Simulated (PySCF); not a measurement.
Input file:

```
{"job": {"kind": "epr", "basis": "pcH-1"}, "charge": 0, "multiplicity": 2}
C     -2.685593    -0.001626    -0.081473
N     -1.999559    -0.901418     0.802542
C     -0.651993    -0.773737     1.024554
Si     0.481510     0.199380    -0.036398
O      1.887454    -0.045546     0.753941
C      3.134376     0.417461     0.365914
H     -3.700138    -0.361994    -0.247404
H     -2.732125     1.021093     0.312158
H     -2.155015     0.029530    -1.030692
H     -2.549921    -1.222834     1.587213
H     -0.279325    -1.393613     1.824156
H      0.615455    -0.226046    -1.449481
H      0.192554     1.650113    -0.100714
H      3.472159    -0.086337    -0.544783
H      3.118341     1.494198     0.175061
H      3.844221     0.210321     1.168960
```

Launched as:

```sh
OMP_NUM_THREADS=1 python probes_run.py task.json out
```

Geometry: GFN2-xTB.

All numbers below come from UKS B3LYP, pcH-1 on C H N O Si, non-relativistic, mean-field spin-orbit, GIAO (PySCF 2.14.0, density-fitted response routines).

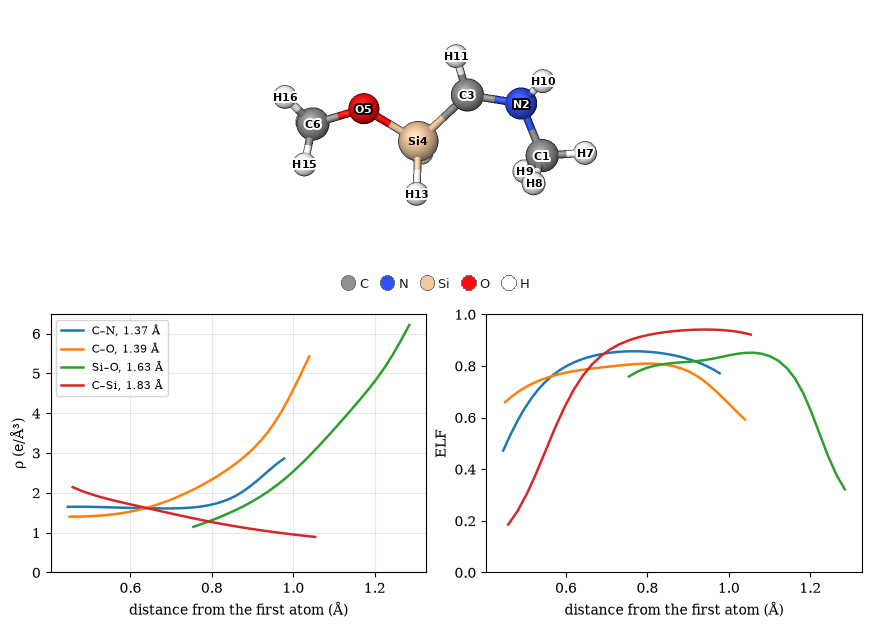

C₃H₁₀NOSi (SMILES CN[CH][SiH2]OC) (doublet). Total electron density and electron localisation function along straight lines between neighbouring atoms. The curves leave out the atomic cores. The structure is drawn too.

Q: What can be read from the curves?

A: C–N (1.37 Å): the density is about 1.6 e/Å³ at the midpoint; the ELF peaks at about 0.85 between the atoms, as expected for a covalent bond.
C–O (1.39 Å): the density is about 1.8 e/Å³ at the midpoint; the ELF peaks at about 0.80 between the atoms: a polar covalent bond.
Si–O (1.63 Å): ρ is about 1.4 e/Å³ halfway; the ELF peaks at about 0.85 between the atoms; a polar covalent bond.
C–Si (1.83 Å): the density is about 1.1 e/Å³ at the midpoint; the ELF peaks at about 0.95 between the atoms (a covalent bond).
